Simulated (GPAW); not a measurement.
## Ca2RuO4 (Cmce): the O K absorption edge

What does one-electron theory with a core hole give for the O K edge of Ca2RuO4 (Cmce)?

Calculated with GPAW 26.7.0; X-ray absorption from dipole matrix elements to empty bands, plane-wave PAW LDA.

## Step 1: The starting structure

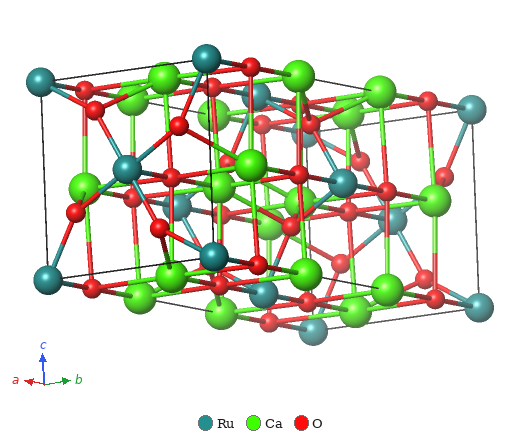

The starting structure, seen from a free direction (ruthenium teal, calcium green, oxygen red). This picture shows the conventional cell, with its axes. Some periodic images of atoms are drawn too.

As a file:

```xyz
14
Lattice="6.3048 -2.6676 0.0000 6.3048 2.6676 0.0000 0.0000 0.0000 5.3384" Properties=species:S:1:pos:R:3 pbc="T T T"
Ru    6.3048    0.0000    2.6692
Ru    0.0000    0.0000    0.0000
Ca    4.3677    0.0000    0.0000
Ca    1.9371    0.0000    2.6692
Ca   10.6725    0.0000    2.6692
Ca    8.2419    0.0000    0.0000
O     6.3048   -0.9663    4.3705
O     6.3048   -1.7013    1.7013
O     6.3048    0.9663    0.9679
O     6.3048    1.7013    3.6371
O    10.5172    0.0000    0.0000
O     8.3972    0.0000    2.6692
O     2.0924    0.0000    0.0000
O     4.2124    0.0000    2.6692
```

## Step 2: Ground state of the crystal

A plain self-consistent run shows whether there is a gap, which decides the set-up of the core-hole run.

File scf.py:

```python
import numpy as np
from ase import Atoms
from ase.parallel import parprint, paropen
from gpaw import GPAW, PW, FermiDirac, Mixer, MixerDif, setup_paths
from gpaw.test import gen
setup_paths.insert(0, '.')
gen('O', name='nch1s', xcname='LDA', corehole=(1, 0, 0), write_xml=True)
from gpaw.mpi import world
world.barrier()

atoms = Atoms('Ru2Ca4O8',
    cell=[[6.304823, -2.667566, 0],
     [6.304823, 2.667566, 0],
     [0, 0, 5.338418]],
    scaled_positions=[[0.5, 0.5, 0.5],
     [0, 0, 0],
     [0.346378, 0.346378, 0],
     [0.153622, 0.153622, 0.5],
     [0.846378, 0.846378, 0.5],
     [0.653622, 0.653622, 0],
     [0.681119, 0.318881, 0.818696],
     [0.818881, 0.181119, 0.318696],
     [0.318881, 0.681119, 0.181304],
     [0.181119, 0.818881, 0.681304],
     [0.834062, 0.834062, 0],
     [0.665938, 0.665938, 0.5],
     [0.165938, 0.165938, 0],
     [0.334062, 0.334062, 0.5]],
    pbc=True)
atoms.calc = calc = GPAW(legacy_gpaw=True, mode=PW(500, force_complex_dtype=True), xc='LDA', setups={6: 'nch1s'},
    kpts={'size': (4, 4, 4), 'gamma': True}, occupations=FermiDirac(0.05),
    charge=0, mixer=Mixer(0.1, 5, 50), maxiter=150,
    convergence={'density': 0.0001, 'eigenstates': 1e-6}, txt='scf.txt')
energy = atoms.get_potential_energy() + calc.get_reference_energy()
ef = calc.get_fermi_level()
out = dict(energy=energy, fermi=ef, forces=atoms.get_forces().tolist())
parprint(f'all-electron energy {energy:.4f} eV, Fermi level {ef:.4f} eV')
ev = np.array([[calc.get_eigenvalues(k, s) for k in range(len(calc.get_ibz_k_points()))] for s in range(calc.get_number_of_spins())])
out['homo'], out['lumo'], out['counts'] = ev[ev < ef].max(), ev[ev > ef].min(), sorted(set((ev < ef).sum((0, 2)).tolist()))
out['filled'] = (ev[:, 0] < ef).sum(1).tolist()
import json
with paropen('out.json', 'w') as f:
    json.dump(out, f)
```

The run is started by

```sh
$ OMP_NUM_THREADS=1 mpirun -n 4 gpaw python scf.py
```

Numbers of over 12 decimals in the logs are rounded to 6 here.

Log:

```text
Input parameters:
  convergence: {density: 0.0001,
                eigenstates: 1e-06}
  kpts: {gamma: True,
         size: (4, 4, 4)}
  maxiter: 150
  mixer: {backend: pulay,
          beta: 0.1,
          method: separate,
          nmaxold: 5,
          weight: 50}
  mode: {ecut: 500.0,
         force_complex_dtype: True,
         name: pw}
  occupations: {fixmagmom: False,
                name: fermi-dirac,
                width: 0.05}
  setups: {6: nch1s}

Initialize ...

[... PAW data sets ...]

Reference energy: -336335.745875  # eV

Spin-paired calculation

[... convergence settings ...]
Symmetries present (total): 2
  [... symmetry matrices ...]

64 k-points: 4 x 4 x 4 Monkhorst-Pack grid + [1/8,1/8,1/8]
24 k-points in the irreducible part of the Brillouin zone
       k-points in crystal coordinates                weights
   0:     0.00000000    0.00000000    0.00000000          1/64
   1:     0.00000000    0.00000000    0.25000000          2/64
   2:     0.00000000    0.00000000    0.50000000          1/64
   3:     0.25000000   -0.25000000   -0.25000000          2/64
   4:     0.25000000   -0.25000000    0.00000000          2/64
   5:     0.25000000   -0.25000000    0.25000000          2/64
   6:     0.25000000   -0.25000000    0.50000000          2/64
   7:     0.25000000    0.00000000   -0.25000000          4/64
   8:     0.25000000    0.00000000    0.00000000          4/64
   9:     0.25000000    0.00000000    0.25000000          4/64
          ...
  23:     0.50000000    0.50000000    0.50000000          1/64

Wave functions: Plane wave expansion
  Cutoff energy: 500.000 eV
  Number of coefficients (min, max): 4524, 4580
  Pulay-stress correction: 0.000000 eV/Ang^3 (de/decut=0.000000)
  Using FFTW library
  Wavefunction extrapolation:
    Improved wavefunction reuse through dual PAW basis

Occupation numbers: Fermi-Dirac:
  width: 0.0500  # eV

Eigensolver
   Davidson(niter=2)

Densities:
  Coarse grid: 36*36*28 grid
  Fine grid: 72*72*56 grid
  Total Charge: 0.000000

Density mixing:
  Method: separate
  Backend: pulay
  Linear mixing parameter: 0.1
  old densities: 5
  Width of damping distribution: 1.1
  Damping of long wavelength oscillations: 50

[... Hamiltonian set-up ...]
Number of atoms: 14
Number of atomic orbitals: 78
Number of bands in calculation: 76
Number of valence electrons: 120
Bands to converge: occupied

... initialized

Initializing position-dependent things.

Density initialized from atomic densities
Creating initial wave functions:
  76 bands from LCAO basis set

                         O
                       O
             Ca    O    Ru   O     Ca
                         O
                       O
        Ru    O    Ca        Ca   O

Atomic positions and initial magnetic moments

Positions:
   0 Ru     6.304823    0.000000    2.669209    ( 0.0000,  0.0000,  0.0000)
   1 Ru     0.000000    0.000000    0.000000    ( 0.0000,  0.0000,  0.0000)
   2 Ca     4.367704   -0.000000    0.000000    ( 0.0000,  0.0000,  0.0000)
   3 Ca     1.937119   -0.000000    2.669209    ( 0.0000,  0.0000,  0.0000)
   4 Ca    10.672527   -0.000000    2.669209    ( 0.0000,  0.0000,  0.0000)
   5 Ca     8.241942    0.000000    0.000000    ( 0.0000,  0.0000,  0.0000)
   6 O      6.304823   -0.966294    4.370541    ( 0.0000,  0.0000,  0.0000)
[...]
11 O      8.397242   -0.000000    2.669209    ( 0.0000,  0.0000,  0.0000)
  12 O      2.092419    0.000000    0.000000    ( 0.0000,  0.0000,  0.0000)
  13 O      4.212404   -0.000000    2.669209    ( 0.0000,  0.0000,  0.0000)

Unit cell:
           periodic     x           y           z      points  spacing
  1. axis:    yes    6.304823   -2.667566    0.000000    36     0.1365
  2. axis:    yes    6.304823    2.667566    0.000000    36     0.1365
  3. axis:    yes    0.000000    0.000000    5.338418    28     0.1907

  Lengths:   6.845926   6.845926   5.338418
  Angles:   90.000000  90.000000  45.866373

Effective grid spacing dv^(1/3) = 0.1704

iter:   1  -121.481409
iter:   2  -112.431983   -0.61  -1.03
iter:   3  -106.857804   -0.64  -1.17
iter:   4  -106.853617   -1.91  -1.48
iter:   5  -106.974625   -2.03  -1.50
iter:   6  -106.590442   -1.85  -1.85
iter:   7  -106.590021   -3.02  -2.45
iter:   8  -106.574092c  -3.66  -2.43
iter:   9  -106.566965c  -3.87  -2.70
iter:  10  -106.566006c  -4.52  -2.99
iter:  11  -106.565883c  -4.22  -3.16
iter:  12  -106.565503c  -5.35  -3.43
iter:  13  -106.565476c  -5.82  -3.86
iter:  14  -106.565448c  -6.93c -4.05c

Converged after 14 iterations.

Dipole moment: (-0.000000, -0.000000, 0.000000) |e|*Ang

Energy contributions relative to reference atoms: (reference = -336335.745875)

Kinetic:        +24.773806
Potential:      -27.713176
External:        +0.000000
XC:            -100.256921
Entropy (-ST):   -0.093468
Local:           -3.322423
SIC:             +0.000000
--------------------------
Free energy:   -106.612182
Extrapolated:  -106.565448

Showing only first 2 kpts
 Kpt  Band  Eigenvalues  Occupancy
  0    58      5.64422    2.00000
  0    59      6.09260    1.99990
  0    60      7.04475    0.00020
  0    61      7.10144    0.00007

  1    58      5.71509    2.00000
  1    59      6.70083    0.18065
  1    60      6.79536    0.02954
  1    61      6.84720    0.01057

Fermi level: 6.58534

No gap
No difference between direct/indirect transitions

Forces in eV/Ang:
  0 Ru    0.00000   -0.00000   -0.00000
  1 Ru    0.00000   -0.00000    0.00000
  2 Ca    0.15722    0.00000    0.00000
  3 Ca   -0.15722    0.00000   -0.00000
  4 Ca    0.15722    0.00000   -0.00000
  5 Ca   -0.15722    0.00000    0.00000
  6 O     0.00000   -0.35183   -0.33675
[...]
11 O    -0.46305    0.00000   -0.00000
 12 O    -0.46306   -0.00000    0.00000
 13 O     0.46305    0.00000   -0.00000
Scalar-relativistic atomic LDA calculation for O (Oxygen, Z=8)
Core hole in 1s state (1s occupation: 2.0)
300 radial gridpoints.
|------------------------------------------------|
|------------------------------------------------|
[... the atom generator's iteration count ...]

Energy contributions:
-------------------------
Kinetic:      +74.266897
XC:            -7.772280
Potential:   -141.018865
-------------------------
Total:        -74.524248

state      eigenvalue         ekin         rmax
-----------------------------------------------
1s^2.0 :   -18.772897    28.821965        0.130
2s^2.0 :    -0.872866     3.204810        0.874
2p^4.0 :    -0.337925     2.553337        0.813
-----------------------------------------------
(units: Bohr and Hartree)

Generating PAW setup
Kinetic energy of the core from tauc = 57.689706
Cutoffs:
rc(s)=1.300
rc(p)=1.130
rc(d)=1.170
rc(vbar)=1.300
rc(comp)=1.260
rc(nct)=1.300

Kinetic energy of the core states: 57.643930
Charge: 0.0
Core electrons: 2.0
Valence electrons: 6.0
Pseudo-core charge: 0.000776
Shape function alpha=6.299
Pseudo-electron charge 5.666261
state    eigenvalue         norm
--------------------------------
2s(2) :    -0.872866     1.079797
*s    :     0.127134
2p(4) :    -0.337925     0.876472
*p    :     0.662075
*d    :     0.000000
--------------------------------

Diagonalizing with gridspacing h=0.050

state   all-electron     PAW
-------------------------------
2s:      -0.872866    -0.873954
2p:      -0.337925    -0.341740
*d:                    0.050276
*f:                    0.077289
-------------------------------
all-electron energy -336442.3113 eV, Fermi level 6.5853 eV
```

The job ended after 45 s (4 MPI ranks of Intel Xeon Platinum 8488C (Sapphire Rapids), shared host; peak memory 0.33 GiB; 3 min of CPU time).

The mesh shows no gap, so the system is treated as a metal and the core electron is put at the Fermi level (neutral cell).

## Step 3: Reference energy of the cell

The photon energy needs a difference of total energies, so the cell and mesh of the coming hole run are first run without a hole.

This run holds the same structure in another cell (a 6.846 → 5.335 Å, b 6.846 → 5.338 Å, c 5.338 → 6.846 Å, β 90.0 → 112.9°, γ 45.9 → 90.0°).

File scf.py:

```python
import numpy as np
from ase import Atoms
from ase.parallel import parprint, paropen
from gpaw import GPAW, PW, FermiDirac, Mixer, MixerDif, setup_paths
from gpaw.test import gen
setup_paths.insert(0, '.')
gen('O', name='nch1s', xcname='LDA', corehole=(1, 0, 0), write_xml=True)
from gpaw.mpi import world
world.barrier()

atoms = Atoms('Ru2Ca4O8',
    cell=[[0, 5.335132, 0],
     [0, 0, 5.338418],
     [6.304823, -2.667566, 0]],
    scaled_positions=[[0.5, 0.5, 0],
     [0, 0, 0],
     [0.346378, 0, 0.692756],
     [0.153622, 0.5, 0.307244],
     [0.846378, 0.5, 0.692756],
     [0.653622, 0, 0.307244],
     [0.318881, 0.818696, 0],
     [0.181119, 0.318696, 0],
     [0.681119, 0.181304, 0],
     [0.818881, 0.681304, 0],
     [0.834062, 0, 0.668124],
     [0.665938, 0.5, 0.331876],
     [0.165938, 0, 0.331876],
     [0.334062, 0.5, 0.668124]],
    pbc=True)
atoms.calc = calc = GPAW(legacy_gpaw=True, mode=PW(500, force_complex_dtype=True), xc='LDA', setups={6: 'nch1s'},
    kpts={'size': (4, 3, 4), 'gamma': True}, occupations=FermiDirac(0.1),
    charge=0, mixer=Mixer(0.1, 5, 50), maxiter=150,
    convergence={'density': 0.0001, 'eigenstates': 1e-6}, txt='scf.txt')
energy = atoms.get_potential_energy() + calc.get_reference_energy()
ef = calc.get_fermi_level()
out = dict(energy=energy, fermi=ef, forces=atoms.get_forces().tolist())
parprint(f'all-electron energy {energy:.4f} eV, Fermi level {ef:.4f} eV')
ev = np.array([[calc.get_eigenvalues(k, s) for k in range(len(calc.get_ibz_k_points()))] for s in range(calc.get_number_of_spins())])
out['homo'], out['lumo'], out['counts'] = ev[ev < ef].max(), ev[ev > ef].min(), sorted(set((ev < ef).sum((0, 2)).tolist()))
out['filled'] = (ev[:, 0] < ef).sum(1).tolist()
import json
with paropen('out.json', 'w') as f:
    json.dump(out, f)
```

Log:

```text
Input parameters:
  convergence: {density: 0.0001,
                eigenstates: 1e-06}
  kpts: {gamma: True,
         size: (4, 3, 4)}
  maxiter: 150
  mixer: {backend: pulay,
          beta: 0.1,
          method: separate,
          nmaxold: 5,
          weight: 50}
  mode: {ecut: 500.0,
         force_complex_dtype: True,
         name: pw}
  occupations: {fixmagmom: False,
                name: fermi-dirac,
[...]
<dir> UserWarning: Initial realspace grid (28,28,36) inconsistent with symmetries.
  warnings.warn(
<dir> UserWarning: Using symmetrized grid: (36,28,36).

  warnings.warn('Using symmetrized grid: ({},{},{}).\n'.format(*N_c))
<dir> UserWarning: Initial realspace grid (28,28,36) inconsistent with symmetries.
  warnings.warn(
<dir> UserWarning: Using symmetrized grid: (36,28,36).

  warnings.warn('Using symmetrized grid: ({},{},{}).\n'.format(*N_c))
all-electron energy -336442.3506 eV, Fermi level 6.5702 eV
[key lines of the parts left out:]
Converged after 16 iterations.
Dipole moment: (-0.000000, -0.000000, 0.000000) |e|*Ang
Free energy:   -106.748834
Fermi level: 6.57018
```

It took 41 s on 4 MPI ranks; peak memory 0.31 GiB; 2.7 min of CPU time.

Reference energy: -336442.351 eV with the cores included.

(Part 1 of 2 ends here.)

[Banner, clock and machine lines of the logs are left out without a mark of their own.]

[Logs are printed without paths, hosts, clocks, repeated set-up lines and the standing remarks that a program may print on its own settings, such as how far it seeks lower states.]

[Hosts, paths, dates, database ids (printed as entryN), source tags and the programs' standing remarks are cut or masked in the printed files.]

[Lists of maxima count a maximum above −3 eV only where it reaches 4 % of the highest in the window and stands out from its surroundings by 2 % of it (1.5 % where it reaches 55 %); shoulders and weaker maxima are passed over, and of the rest the first, up to two pre-edge ones and the few strongest are named.]
